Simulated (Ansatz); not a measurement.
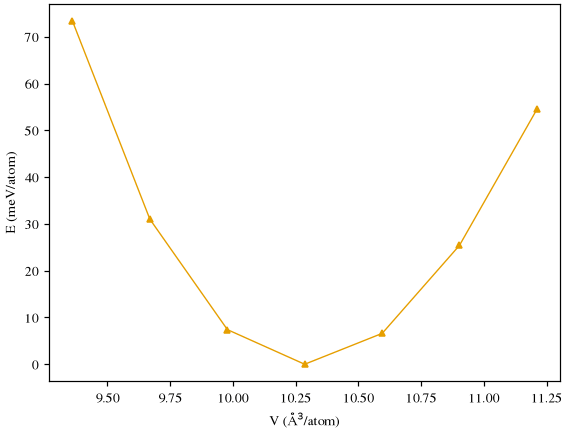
Figure. ZrB$_{2}$ in space group P6/mmm (No. 191; Zr on 1a, B on 2d) under volume change, r²SCAN (plane waves, PAW; program Ansatz), shape and atoms relaxed at each volume.

What does a third-order Birch–Murnaghan fit give for V₀, B₀ and B′?

V₀ = 10.29 Å³/atom, B₀ = 242 GPa, B′ = 3.9.

The cell was relaxed with r²SCAN under the symmetry of its start. No spin polarisation was allowed.

Potentials: the earlier of the program's two PAW sets. The files were generated under PBE; for other functionals the program regenerates the frozen cores, and for LDA and PBEsol the local potential too.
